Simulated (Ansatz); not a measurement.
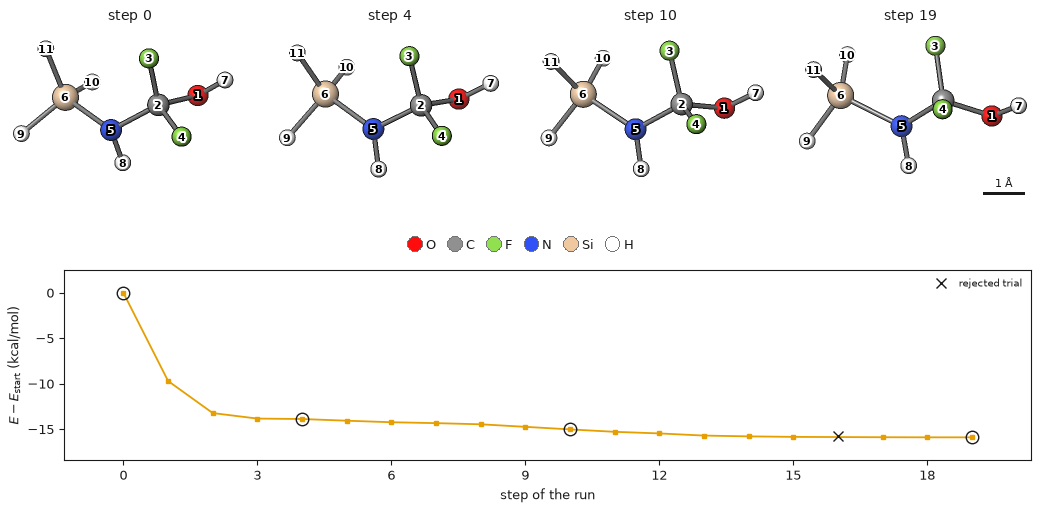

Frames of a relaxation of CH$_{5}$F$_{2}$NOSi (coarse preliminary run), marked on the history of the run. Style: ball-and-stick. Shown from a free direction.

The start comes from a force field.

The calculation used RKS PBE-D4/def2-SVP (Ansatz 0.2.0).

Input
```yaml
crystal:
  periodic: [false, false, false]
  atoms:
    - {symbol: O, position_ang: [0.431600, -1.817100, 0.129300]}
    - {symbol: C, position_ang: [-0.693000, -0.882600, 0.126500]}
    - {symbol: F, position_ang: [-1.057300, -0.649800, 1.397800]}
    - {symbol: F, position_ang: [-1.649200, -1.514100, -0.454000]}
    - {symbol: N, position_ang: [-0.418800, 0.306000, -0.607700]}
    - {symbol: Si, position_ang: [0.650800, 1.505000, -0.042300]}
    - {symbol: H, position_ang: [0.042800, -2.508400, 0.631300]}
    - {symbol: H, position_ang: [-0.094300, 0.020000, -1.515100]}
    - {symbol: H, position_ang: [0.655100, 2.597400, -0.997400]}
    - {symbol: H, position_ang: [2.005100, 0.898200, 0.054900]}
    - {symbol: H, position_ang: [0.192500, 1.988400, 1.297300]}
basis:
  gaussian: {orbitals: def2-SVP}
hamiltonian: {xc: pbe, dispersion: d4}
relax: {f_tol: 0.03, max_steps: 200}
```

Run as
```bash
ansatz run in.yaml --threads 4 --pin off --events-out ev --progress --plain --max-ram 10444MiB
```

Describe the path.

Answer. Over 18 accepted moves (19 points after the start) the energy falls by 15.9 kcal/mol. Largest force component: 3.5 eV/Å at the start, 0.025 eV/Å at the end. The line search rejected the trial step at point 16 of the run. The atom that moves furthest after the best rigid fit is F3 (1.05 Å). Largest moves by element: F 1.05 Å, H 0.96 Å, O 0.70 Å, N 0.52 Å, C 0.29 Å, Si 0.15 Å. Some distances before and after: C2–F4 1.285 → 1.397 Å, O1–C2 1.462 → 1.365 Å, N5–Si6 1.703 → 1.766 Å, Si6–H9 1.451 → 1.502 Å. Among the angles between lasting bonds that change: Si6–N5–H8 107.3° → 121.3°, C2–O1–H7 98.8° → 107.2°, C2–N5–H8 106.9° → 113.9°. From step 0 to 4: H10 moves most (0.39 Å), energy −13.9 kcal/mol. From step 4 to 10: F3 moves most (0.43 Å), energy −1.14 kcal/mol. From step 10 to 19: H7 moves most (0.57 Å), energy −0.87 kcal/mol.

| step | E − E(0), kcal/mol | largest force component, eV/Å | note |
| --- | --- | --- | --- |
| 0 | 0.00 | 3.5436 |  |
| 1 | -9.69 | 2.5323 |  |
| 2 | -13.22 | 0.6363 |  |
| 3 | -13.82 | 0.1450 |  |
| 4 | -13.87 | 0.3105 |  |
| 5 | -14.06 | 0.0858 |  |
| 6 | -14.23 | 0.0992 |  |
| 7 | -14.33 | 0.1071 |  |
| 8 | -14.45 | 0.4651 |  |
| 9 | -14.73 | 0.1786 |  |
| 10 | -15.01 | 0.0996 |  |
| 11 | -15.28 | 0.2729 |  |
| 12 | -15.46 | 0.1685 |  |
| 13 | -15.69 | 0.1610 |  |
| 14 | -15.78 | 0.1605 |  |
| 15 | -15.84 | 0.1010 |  |
| 16 | -15.72 | 0.4339 | rejected |
| 17 | -15.88 | 0.0319 |  |
| 18 | -15.88 | 0.0372 |  |
| 19 | -15.89 | 0.0254 |  |
